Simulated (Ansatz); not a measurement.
**A workflow on BrCl (bromine chloride)**

Aim: a series of 8 runs (SPW92/splines, SPW92/cc-pVDZ, SPW92/cc-pVTZ, SPW92/cc-pVQZ, SPW92/aug-cc-pVTZ, SPW92/pcseg-2, SPW92/def2-TZVPP, SPW92/6-31G*) of BrCl (bromine chloride). 

The results are computed with Ansatz 0.2.0.

## (1) The system as given

BrCl: 2 atoms, total charge 0, spin state singlet. SMILES: `ClBr`. The bond length is the measured one.

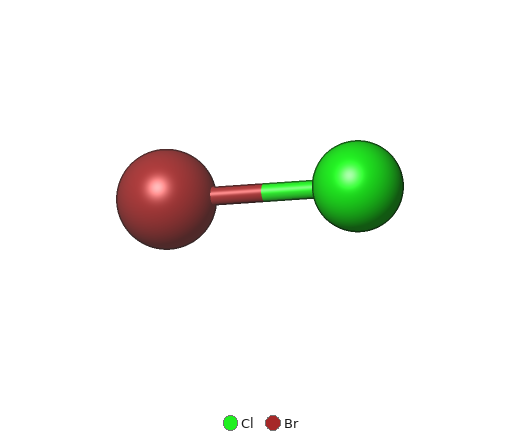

The structure, seen from a chosen angle (chlorine green, bromine red).

## (2) Energy and gradient at SPW92/splines (accuracy low, spline vacuum 5 angstrom) (run 1)

in.yaml reads:

```yaml
crystal:
  periodic: [false, false, false]
  atoms:
    - {symbol: Cl, position_ang: [0.000000, 0.000000, 0.000000]}
    - {symbol: Br, position_ang: [0.000000, 0.000000, 2.136065]}
basis:
  splines: {vacuum: 5}
hamiltonian:
  xc: {name: SPW92}
accuracy: low
output:
  forces: true
```

The run is started by

```
ansatz run in.yaml --threads 1 --pin off --max-ram 2610MiB --events-out events.jsonl --progress --plain --runs-dir runs
```

The program printed:

```text
Warning: RAYON_NUM_THREADS=1 ignored (pool sized by the plan → 1); use --threads N
Functional definition: SPW92
  name "SPW92"
[...]
pass 1: residual 1.03e0 eV of the charge, 0.00e0 eV of the magnetisation, 3.34e-1 eV on the atoms, levels' error 2.07e-3 eV, gap 3.11e0 eV (known to 4.93e-3 eV), Harris-Foulkes energy -82434.499833 eV (of the first pass), Kohn-Sham energy not asked for
pass 2: residual 2.85e-1 eV of the charge, 0.00e0 eV of the magnetisation, 7.49e-2 eV on the atoms, levels' error 6.89e-4 eV, gap 2.85e0 eV (known to 6.86e-3 eV), Harris-Foulkes energy -82434.230993 eV (stepped by 2.69e-1 eV), Kohn-Sham energy not asked for
pass 3: residual 3.62e-2 eV of the charge, 0.00e0 eV of the magnetisation, 9.43e-3 eV on the atoms, levels' error 2.30e-4 eV, gap 2.64e0 eV (known to 1.60e-3 eV), Harris-Foulkes energy -82434.160108 eV (stepped by 7.09e-2 eV), Kohn-Sham energy not asked for
pass 4: residual 2.12e-3 eV of the charge, 0.00e0 eV of the magnetisation, 5.95e-4 eV on the atoms, levels' error 1.63e-5 eV, gap 2.57e0 eV (known to 6.87e-4 eV), Harris-Foulkes energy -82434.153604 eV (stepped by 6.50e-3 eV), Kohn-Sham energy not asked for
pass 5: residual 1.12e-4 eV of the charge, 0.00e0 eV of the magnetisation, 1.82e-5 eV on the atoms, levels' error 1.77e-6 eV, gap 2.57e0 eV (known to 1.96e-4 eV), Harris-Foulkes energy -82434.153505 eV (stepped by 9.95e-5 eV), Kohn-Sham energy not asked for
pass 6: residual 2.97e-6 eV of the charge, 0.00e0 eV of the magnetisation, 1.15e-6 eV on the atoms, levels' error 8.13e-8 eV, gap 2.58e0 eV (known to 2.44e-5 eV), Harris-Foulkes energy -82434.153491 eV (stepped by 1.39e-5 eV), Kohn-Sham energy not asked for
pass 7: residual 1.56e-7 eV of the charge, 0.00e0 eV of the magnetisation, 7.03e-8 eV on the atoms, levels' error 2.11e-9 eV, gap 2.58e0 eV (known to 6.06e-6 eV), Harris-Foulkes energy -82434.153490 eV (stepped by 3.73e-7 eV), Kohn-Sham energy not asked for
pass 8: residual 1.50e-8 eV of the charge, 0.00e0 eV of the magnetisation, 7.18e-9 eV on the atoms, levels' error 1.28e-10 eV, gap 2.58e0 eV (known to 2.22e-6 eV), Harris-Foulkes energy -82434.153490 eV (stepped by 1.97e-8 eV), Kohn-Sham energy not asked for
pass 9: residual 8.31e-10 eV of the charge, 0.00e0 eV of the magnetisation, 6.07e-10 eV on the atoms, levels' error 1.32e-11 eV, gap 2.58e0 eV (known to 4.38e-7 eV), Harris-Foulkes energy -82434.153490 eV (stepped by 2.58e-9 eV), Kohn-Sham less Harris-Foulkes energy 2.33e-10 eV
Total energy: -82434.153490 eV
Atom 0 at     0.000000     0.000000     0.000000 Å, force     0.000978     0.005258     0.137520 eV/Å
Atom 1 at     0.000000     0.000000     2.136065 Å, force    -0.000978    -0.005258    -0.137520 eV/Å
```

It took 30 s on 1 thread of Arm Neoverse N1, shared host; peak memory 0.57 GiB.

## (3) Energy and forces at SPW92/cc-pVDZ (run 2)

molecule.yaml reads:

```yaml
basis:
  gaussian:
    orbitals: cc-pVDZ
crystal:
  periodic: [false, false, false]
  atoms:
    - {symbol: Cl, position_ang: [0.000000, 0.000000, 0.000000]}
    - {symbol: Br, position_ang: [0.000000, 0.000000, 2.136065]}
hamiltonian:
  xc: {name: SPW92}
output:
  forces: true
  orbitals: {seedname: orbitals}
```

The run is started by

```
ansatz run molecule.yaml --threads 1 --pin off --max-ram 2610MiB --events-out events.jsonl --progress --plain --runs-dir runs
```

The program printed:

```text
Warning: RAYON_NUM_THREADS=1 ignored (pool sized by the plan → 1); use --threads N
[... 2 set-up lines as earlier in the session ...]
  exchange = slater_x
  correlation = pw_c
511 factors; integrals over basis functions are off by at most 1.3e-3 eV
mean field evaluation 1: about -82430.0304 eV, gradient 7.5e0 eV
mean field evaluation 2: about -82429.9179 eV, gradient 9.6e0 eV
mean field evaluation 4: about -82430.1870 eV, gradient 6.3e-1 eV
mean field evaluation 8: about -82430.1862 eV, gradient 3.2e-3 eV
mean field -82430.18617158 eV, -3029.2534686185 hartree, gradient 3.8e-5 eV, S^2 0.000000; 0 other end points of the search recorded, 0 dependent functions left out
the calculation of the forces begins
reference -82430.18618917 eV, -3029.2534692649 hartree; 26, 26 occupied and 19, 19 virtual orbitals, 511 factors
Total energy: -82430.18618917 eV, -3029.2534692649 hartree
Atom 0 at     0.000000     0.000000     0.000000 Å, force    -0.000000     0.000000    -0.414220 eV/Å
Atom 1 at     0.000000     0.000000     2.136065 Å, force     0.000000    -0.000000     0.414220 eV/Å
Dipole moment:    -0.000000     0.000000     0.105701 e Å
```

Run time: 1.4 s. Hardware: 1 thread of Arm Neoverse N1, shared host; peak memory 0.1 GiB.

Runs 3 to 4 aren't shown in full; the table further down has their settings and results.

## (4) Energy and gradient at SPW92/aug-cc-pVTZ (run 5)

input.yaml reads:

```yaml
crystal:
  periodic: [false, false, false]
  atoms:
    - {symbol: Cl, position_ang: [0.000000, 0.000000, 0.000000]}
    - {symbol: Br, position_ang: [0.000000, 0.000000, 2.136065]}
basis:
  gaussian:
    orbitals: aug-cc-pVTZ
hamiltonian:
  xc: {name: SPW92}
output: {forces: true, orbitals: {seedname: orbitals}}
```

The run is started by

```
ansatz run input.yaml --threads 1 --pin off --max-ram 2610MiB --events-out events.jsonl --progress --plain --runs-dir runs
```

The program printed:

```text
Warning: RAYON_NUM_THREADS=1 ignored (pool sized by the plan → 1); use --threads N
[... 4 set-up lines as earlier in the session ...]
783 factors; their error is unknown
mean field evaluation 1: about -82432.8099 eV, gradient 1.3e1 eV
mean field evaluation 2: about -82432.6400 eV, gradient 1.4e1 eV
mean field evaluation 4: about -82433.0356 eV, gradient 7.8e-1 eV
mean field evaluation 8: about -82433.0210 eV, gradient 6.8e-2 eV
mean field evaluation 16: about -82433.0210 eV, gradient 2.9e-5 eV
mean field -82433.02101732 eV, -3029.3576472780 hartree, gradient 2.9e-5 eV, S^2 0.000000; 0 other end points of the search recorded, 0 dependent functions left out
the calculation of the forces begins
reference -82433.02105453 eV, -3029.3576486454 hartree; 26, 26 occupied and 83, 83 virtual orbitals, 783 factors
Total energy: -82433.02105453 eV, -3029.3576486454 hartree
Atom 0 at     0.000000     0.000000     0.000000 Å, force    -0.000000    -0.000000    -0.011198 eV/Å
Atom 1 at     0.000000     0.000000     2.136065 Å, force    -0.000000     0.000000     0.011198 eV/Å
Dipole moment:    -0.000000    -0.000000     0.090092 e Å
```

Run time: 2.1 s. Hardware: 1 thread of Arm Neoverse N1, shared host; peak memory 0.12 GiB.

Runs 6 to 7 aren't shown in full; the table further down has their settings and results.

## (5) Energy and gradient at SPW92/6-31G(d) (Cartesian functions) (run 8)

molecule.yaml: that of step 3 with these lines changed.

```diff
@@ -1,4 +1 @@
-basis:
-  gaussian:
-    orbitals: cc-pVDZ
 crystal:
@@ -8,2 +5,5 @@
     - {symbol: Br, position_ang: [0.000000, 0.000000, 2.136065]}
+basis:
+  gaussian:
+    orbitals: "6-31G*"
 hamiltonian:
```

The run is started by

```
ansatz run molecule.yaml --threads 1 --pin off --max-ram 2610MiB --events-out events.jsonl --progress --plain --runs-dir runs
```

The program printed:

```text
Warning: RAYON_NUM_THREADS=1 ignored (pool sized by the plan → 1); use --threads N
[... 4 set-up lines as earlier in the session ...]
581 factors; their error is unknown
mean field evaluation 1: about -82422.2795 eV, gradient 1.1e1 eV
mean field evaluation 2: about -82422.1962 eV, gradient 1.2e1 eV
mean field evaluation 4: about -82422.4532 eV, gradient 7.6e-1 eV
mean field evaluation 8: about -82422.4403 eV, gradient 1.1e-2 eV
mean field -82422.44034540 eV, -3028.9688147568 hartree, gradient 3.9e-5 eV, S^2 0.000000; 0 other end points of the search recorded, 0 dependent functions left out
the calculation of the forces begins
reference -82422.44036488 eV, -3028.9688154726 hartree; 26, 26 occupied and 28, 28 virtual orbitals, 581 factors
Total energy: -82422.44036488 eV, -3028.9688154726 hartree
Atom 0 at     0.000000     0.000000     0.000000 Å, force     0.000000     0.000000    -0.347753 eV/Å
Atom 1 at     0.000000     0.000000     2.136065 Å, force     0.000000     0.000000     0.347753 eV/Å
Dipole moment:    -0.000000     0.000000     0.101521 e Å
```

Wall time 0.89 s (1 thread of Arm Neoverse N1, shared host); peak memory 0.1 GiB.

## (6) All runs side by side

| run | level | spline vacuum | accuracy | energy (Eh) | HOMO energy (eV) | LUMO energy (eV) | HOMO–LUMO gap (eV) | wall time |
| --- | --- | --- | --- | --- | --- | --- | --- | --- |
| 1 | SPW92/splines (accuracy low, spline vacuum 5 angstrom) | 5 | low | -3029.399265 | -7.18 | -4.60 | 2.58 | 30 s |
| 2 | SPW92/cc-pVDZ | – | medium | -3029.253469 | -6.99 | -4.51 | 2.48 | 1.4 s |
| 3 | SPW92/cc-pVTZ | – | medium | -3029.356142 | -7.15 | -4.58 | 2.58 | 1.2 s |
| 4 | SPW92/cc-pVQZ | – | medium | -3029.365551 | -7.17 | -4.59 | 2.58 | 2.1 s |
| 5 | SPW92/aug-cc-pVTZ | – | medium | -3029.357649 | -7.19 | -4.63 | 2.57 | 2.1 s |
| 6 | SPW92/pcseg-2 | – | medium | -3029.373613 | -7.17 | -4.59 | 2.58 | 1.1 s |
| 7 | SPW92/def2-TZVPP | – | medium | -3029.303101 | -7.13 | -4.55 | 2.58 | 1.2 s |
| 8 | SPW92/6-31G* (Cartesian functions) | – | medium | -3028.968815 | -7.09 | -4.64 | 2.46 | 0.89 s |

## (7) Results

| quantity | value |
| --- | --- |
| run 8, SPW92/6-31G*: total energy | -3028.96882 Eh |
| run 8, SPW92/6-31G*: dipole moment | 0.49 D |
| run 8, SPW92/6-31G*: HOMO energy | -7.09 eV |
| run 8, SPW92/6-31G*: LUMO energy | -4.64 eV |
| run 8, SPW92/6-31G*: HOMO–LUMO gap | 2.46 eV |
| run 8, SPW92/6-31G*: largest force on an atom | 0.348 eV/Å |

In words: Over runs 2, 3, 4, 5, 6, 7, 8 the dipole moment (its size) runs from 0.42 D (SPW92/def2-TZVPP) to 0.51 D (SPW92/cc-pVDZ). The HOMO–LUMO gap runs from 2.46 eV (SPW92/6-31G*) to 2.58 eV (SPW92/pcseg-2). All runs together took 40 s, the longest 30 s.
